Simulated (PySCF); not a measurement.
SMILES [SiH3]/C=C/[SiH2]Cl, singlet, CAM-B3LYP/def2-SVP optimised geometry. Atoms within 1.6 Å of the plane z = 1.2 Å (x, y, z in Å): Si1 (-0.49, -0.37, 0.00), H6 (1.00, -0.37, 0.00), H7 (-0.99, -1.03, 1.24), H8 (-1.00, 1.03, 0.00).

Calculation: CAM-B3LYP/def2-TZVP (PySCF).

Map of the LUMO amplitude (bohr^(-3/2)) on the plane z = 1.2 Å; orbital energy -0.20 eV, overall sign arbitrary:

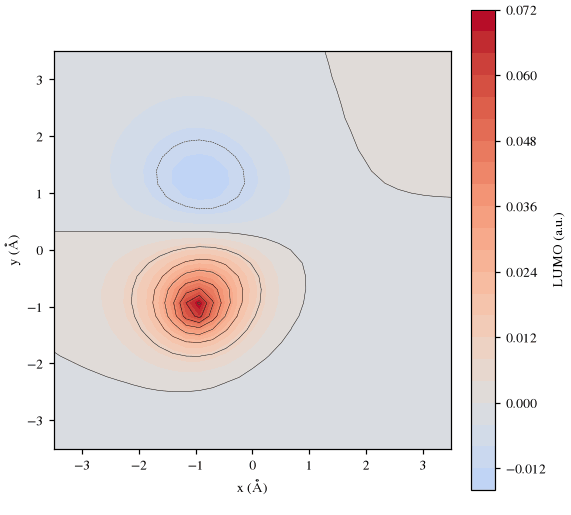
*LUMO amplitude (bohr^(-3/2)) on the plane z = 1.2 Å.*
